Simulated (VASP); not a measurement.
Band structure of PdAuO₂ (space group R-3m). All values below come from PBEsol GGA, VASP's PBE PAW potentials (set 64) (plane waves; VASP 6.6.1).

Unless said otherwise, spin-orbit coupling is left out, though it shifts the bands of the heavy elements here.

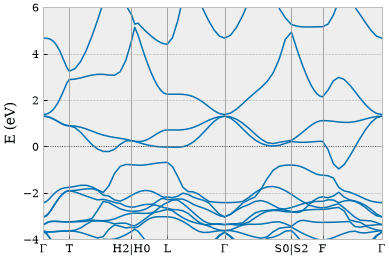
Figure. Bands along high-symmetry lines, zero at the valence-band maximum or, without a gap, the Fermi level

**Question.** Read the plot: is there a gap, and where are the band edges?

**Answer.** It has no gap at this level: it comes out as a metal or semimetal. (Edges off the drawn lines would not show.)

The structure comes from a computed database's PdAuO2 entry (R-3m); how it stands against other phases isn't given here. It was relaxed first. The electron count is odd and the run is not spin-polarised, which forces a metal.
